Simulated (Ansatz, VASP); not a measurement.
# Cross-check of ZnCu2SnS4 between VASP and Ansatz, part 2 of 2

One calculation is typed for both programs; each brings its own data sets and cutoff. How far apart do they land?  The cell comes out of the VASP series on this material, whose earlier steps may have relaxed, scaled or displaced it; both programs get it as it stands.

VASP 6.6.1 and Ansatz 0.2.0.

So far. Step 3 (VASP: band structure, LDA): The run ends at a pressure of 0.02 GPa, with forces up to 0.0093 eV/Å.

## Step 4: Differences

Known differences besides the PAW data sets themselves: the two LDA forms differ slightly; the data sets hold 88 valence electrons in Ansatz (default PAW (the set named soft_2) files) and 72 in VASP; the cutoff is 420 eV in Ansatz and 400 eV in VASP; Ansatz makes its cores anew for this functional, VASP keeps those of its LDA data sets. Total energies have different zeros and are not compared.

The two programs side by side:

```tsv
quantity	Ansatz	VASP	difference
pressure (GPa)	0.02	0.02	0.00
gap over the path points (eV)	0.150	0.194	-0.044
```

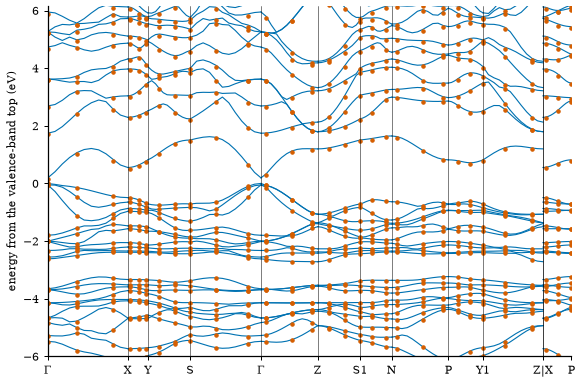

Bands from VASP (lines) and levels from Ansatz (dots). Dots without a line are higher empty bands that the VASP plot leaves out.

Levels at points of the path, from each program's valence-band top (eV; 4 filled, then empty):

```tsv
k (reciprocal lattice)	Ansatz	VASP
0.000 0.000 0.000	-1.80 -0.05 -0.05 0.00 0.15 1.73 2.66	-1.80 -0.05 -0.05 0.00 0.19 1.74 2.69
0.000 0.000 0.182	-1.54 -1.12 -0.47 -0.14 1.04 2.41 3.17	-1.54 -1.12 -0.46 -0.14 1.07 2.43 3.20
0.000 0.000 0.409	-1.21 -1.05 -0.73 -0.44 0.80 2.54 2.97	-1.21 -1.04 -0.72 -0.44 0.83 2.58 3.00
-0.011 0.011 0.500	-0.97 -0.87 -0.65 -0.49 0.52 2.26 3.01	-0.97 -0.87 -0.65 -0.49 0.56 2.29 3.04
-0.068 0.068 0.500	-0.98 -0.89 -0.72 -0.57 0.60 2.33 3.18	-0.98 -0.89 -0.72 -0.57 0.64 2.37 3.21
-0.114 0.114 0.500	-1.00 -0.92 -0.82 -0.68 0.74 2.44 3.40	-1.00 -0.92 -0.82 -0.68 0.78 2.48 3.44
-0.176 0.176 0.449	-1.20 -1.01 -0.89 -0.76 1.03 2.69 3.26	-1.20 -1.01 -0.89 -0.75 1.07 2.72 3.29
-0.245 0.245 0.381	-1.54 -1.22 -0.85 -0.72 1.36 2.46 3.04	-1.54 -1.21 -0.85 -0.72 1.40 2.48 3.07
-0.313 0.313 0.313	-1.62 -1.31 -0.83 -0.71 1.47 2.21 3.03	-1.62 -1.31 -0.83 -0.71 1.51 2.24 3.06
-0.199 0.199 0.199	-1.53 -1.07 -0.90 -0.65 1.56 2.81 3.14	-1.53 -1.07 -0.90 -0.65 1.60 2.84 3.17
```

At this near-relaxed geometry the largest component of a force difference is 30 meV/Å. Among the levels compared (up to four filled and three empty ones at each point), filled levels agree within 13 meV and empty ones within 44 meV. Ansatz's pressure holds a Pulay correction of 0.06 GPa; VASP's holds none.

## Step 5: Looking for the cause

The difference is large enough to ask for its cause, so further runs change the set-up of one program at a time, as the table lists.

```tsv
run	r.m.s. force difference (meV/Å)
as above	16
cores kept as stored, as VASP does, whose cores stay as stored	17
Ansatz's larger PAW set (cutoff 1050 eV)	15
norm-conserving potentials (cutoff 1252 eV)	27
```

## Step 6: Ansatz: single point, LDA

A single point gives forces, pressure and levels at one fixed geometry, so differences don't come from the geometry; what else differs is listed under the comparison.

The cell comes out of the VASP series on this material, whose earlier steps may have relaxed, scaled or displaced it; both programs get it as it stands.

The input, input.yaml:

```yaml
crystal:
  lattice:
    - [-2.6607423928, 2.6607423911, 5.3138514369]
    - [2.6607423928, -2.6607423911, 5.3138514369]
    - [2.6607423911, 2.6607423928, -5.3138514369]
  atoms:
    - { symbol: Sn, position: [0.5, 0.5, 0.0] }
    - { symbol: Zn, position: [0.25, 0.75, 0.5] }
    - { symbol: Cu, position: [0.75, 0.25, 0.5] }
    - { symbol: Cu, position: [0.0, 0.0, 0.0] }
    - { symbol: S, position: [0.6387953666, 0.6299819112, 0.5292261405] }
    - { symbol: S, position: [0.8904307739, 0.3612046334, 0.9911865446] }
    - { symbol: S, position: [0.1007557707, 0.1095692261, 0.4707738595] }
    - { symbol: S, position: [0.3700180888, 0.8992442293, 0.0088134554] }
hamiltonian:
  xc: lda
  pseudopotentials: { kind: paw }
kpoints:
  mp_grid: { grid: [11, 11, 11] }
scf:
  occupations: { method: tetrahedron }
output:
  forces: true
  stress: true
  write_density: true
  write_potential: true
  elf: true
  volumetric_format: npy
```

Run with:

```console
ansatz run input.yaml --threads 4 --pin off --max-ram 9216MiB --backend cpu --events-out ev --progress --plain --runs-dir out
```

Numbers of over 12 decimals in the logs are rounded to 6 here.

The program printed:

```text
Warning: output.forces, output.stress, relax.cell or npt_langevin: where a Kohn–Sham band that disperses or a degenerate level is filled in part under the method tetrahedron, the forces or the stress that this run publishes need not agree with its energy (scf.occupations.method in the input reference, under Limitations); prefer a smearing scheme for the forces or the stress
[...]
k-point 0: bands = [... 40 lower, 6.8835, 8.6294, 8.6294, 8.6806, 8.8301, 10.4064, 11.3371, 12.2747, ... 5 higher]
  k-point 1: bands = [... 40 lower, 6.9628, 8.0791, 8.5514, 8.6074, 9.3245, 10.6341, 11.5322, 12.2071, ... 5 higher]
  k-point 2: bands = [... 40 lower, 7.1374, 7.5581, 8.2152, 8.5380, 9.7165, 11.0893, 11.8522, 12.1888, ... 5 higher]
  k-point 185: bands = [... 40 lower, 7.2577, 7.4627, 7.5593, 7.6476, 9.8833, 10.4873, 10.5753, 10.9323, ... 5 higher]
[key lines of the parts left out:]
SCF converged after 10 iterations
Free energy (F): -25719.252754 eV
Fermi energy:    8.680568 eV
P = ⅓ Tr σ = 0.0179 GPa (0.179 kbar)
```

Wall time 37 s (4 threads of Arm Neoverse V2, shared host); peak memory 1.2 GiB.

The run ends at a pressure of 0.02 GPa, with forces up to 0.045 eV/Å.

## Step 7: VASP: single point, LDA

The same cell, functional (in two slightly different forms), mesh and smearing now go to VASP, with its own data sets and cutoff.

The input, INCAR:

```
SYSTEM = ZnCu2SnS4
PREC = Accurate
ENCUT = 400
EDIFF = 1E-06
NELM = 100
ISMEAR = -5
SIGMA = 0.05
LREAL = .FALSE.
ALGO = Normal
GGA = CA
NBANDS = 56
LORBIT = 11
LWAVE = .FALSE.
LCHARG = .FALSE.
KPAR = 4
NEDOS = 2001
```

The input, POSCAR:

```
ZnCu2SnS4
1.0
   -2.6607423928      2.6607423911      5.3138514369
    2.6607423928     -2.6607423911      5.3138514369
    2.6607423911      2.6607423928     -5.3138514369
Sn Zn Cu S
1 1 2 4
Direct
    0.5000000000      0.5000000000      0.0000000000
    0.2500000000      0.7500000000      0.5000000000
    0.7500000000      0.2500000000      0.5000000000
    0.0000000000      0.0000000000      0.0000000000
    0.6387953666      0.6299819112      0.5292261405
    0.8904307739      0.3612046334      0.9911865446
    0.1007557707      0.1095692261      0.4707738595
    0.3700180888      0.8992442293      0.0088134554
```

The input, KPOINTS:

```
Automatic mesh
0
Gamma
11 11 11
0 0 0
```

The projector-augmented-wave data sets are Sn_d, Zn, Cu and S (LDA family, release 64).

Run with:

```console
mpirun -np 4 vasp_std
```

The program printed:

```text
[... set-up lines as in an earlier step ...]
 entering main loop
       N       E                     dE             d eps       ncg     rms          rms(c)
DAV:   1     0.672452929431E+03    0.67245E+03   -0.25888E+04 21928   0.141E+03
DAV:   2     0.822843829735E+02   -0.59017E+03   -0.54923E+03 20936   0.413E+02
DAV:   3    -0.332388186810E+02   -0.11552E+03   -0.11093E+03 24528   0.165E+02
DAV:   4    -0.408743772307E+02   -0.76356E+01   -0.75599E+01 26424   0.457E+01
[...]
DAV:  14    -0.384574412511E+02    0.19681E-04   -0.11475E-04 31064   0.198E-01    0.242E-02
DAV:  15    -0.384574421845E+02   -0.93348E-06   -0.20077E-05 30632   0.406E-02    0.120E-02
DAV:  16    -0.384574419432E+02    0.24133E-06   -0.20000E-06 17328   0.262E-02
   1 F= -.38457442E+02 E0= -.38457442E+02  d E =0.000000E+00
```

From OUTCAR (step 7):

```text
  Total       -0.0042312     -0.0042312      0.0662000      0.0000000     -0.0000000      0.0000000
  in kB       -0.0450505     -0.0450505      0.7048451      0.0000003     -0.0000000      0.0000000
  external PRESSURE =       0.2049147 kB  Pullay stress =       0.0000000 kB

 POSITION                                       TOTAL-FORCE (eV/Angst)
 -----------------------------------------------------------------------------------
      0.00000      0.00000      5.31385        -0.000000      0.000000     -0.000000
      2.66074      0.00000      2.65693        -0.000000      0.000000     -0.000000
     -0.00000      2.66074      2.65693        -0.000000      0.000000     -0.000000
      0.00000      0.00000      0.00000        -0.000000      0.000000     -0.000000
      1.38468      1.43158      3.92986        -0.001429      0.008788      0.002363
      1.22916      4.04543      1.38399        -0.008788     -0.001429     -0.002363
      1.27606      1.22916     -1.38399         0.001429     -0.008788      0.002363
      1.43158     -1.38468      6.69784         0.008788      0.001429     -0.002363
 -----------------------------------------------------------------------------------
    total drift:                                0.000001      0.000001      0.000002

  FREE ENERGIE OF THE ION-ELECTRON SYSTEM (eV)
  ---------------------------------------------------
  free  energy   TOTEN  =       -38.4574419432 eV

  energy  without entropy=      -38.4574419432  energy(sigma->0) =      -38.45744194

[... 1 part as in an earlier step ...]

[... 2 further parts left out ...]
[key lines of the parts left out:]
E-fermi :   5.3760
```

The run ends at a pressure of 0.02 GPa, with forces up to 0.0092 eV/Å.

## Step 8: Side by side

The two programs side by side:

```tsv
quantity	Ansatz	VASP	difference
pressure (GPa)	0.02	0.02	0.00
gap on the k mesh (eV)	0.150	0.194	-0.044
```

At this near-relaxed geometry the largest component of a force difference is 29 meV/Å. Ansatz's pressure holds a Pulay correction of 0.06 GPa; VASP's holds none.

## Step 9: Looking for the cause

The difference is large enough to ask for its cause, so further runs change the set-up of one program at a time, as the table lists.

```tsv
run	r.m.s. force difference (meV/Å)
as above	16
cores kept as stored, as VASP does, whose cores stay as stored	17
norm-conserving potentials (cutoff 1252 eV)	27
```

## Step 10: Outcome

| Item | Value |
| --- | --- |
| r.m.s. force difference (band structure, LDA) | 16 meV/Å |
| difference in gap over the path points (band structure, LDA) | -0.044 eV |
| r.m.s. force difference (single point, LDA) | 16 meV/Å |
| difference in gap on the k mesh (single point, LDA) | -0.044 eV |

**Reading.** The r.m.s. force difference is 16 meV/Å (band structure, LDA), beyond the 12 meV/Å picked in this series as the mark of a large difference. For band structure, LDA: no further run halves the r.m.s. force difference; only Ansatz's side was varied. For single point, LDA: no further run halves the r.m.s. force difference; only Ansatz's side was varied. 1 further run on this material is not shown. Differences of this kind measure data sets and numerical settings, not the functional's error against experiment.

[Lines on the potential files, build, host, timing and source positions are cut from VASP's logs without a mark.]

[Logs are printed without paths, hosts, clocks, repeated set-up lines and the standing remarks that a program may print on its own settings, such as how far it seeks lower states.]

[Hosts, paths, dates, database ids (printed as entryN), source tags and the programs' standing remarks are cut or masked in the printed files.]
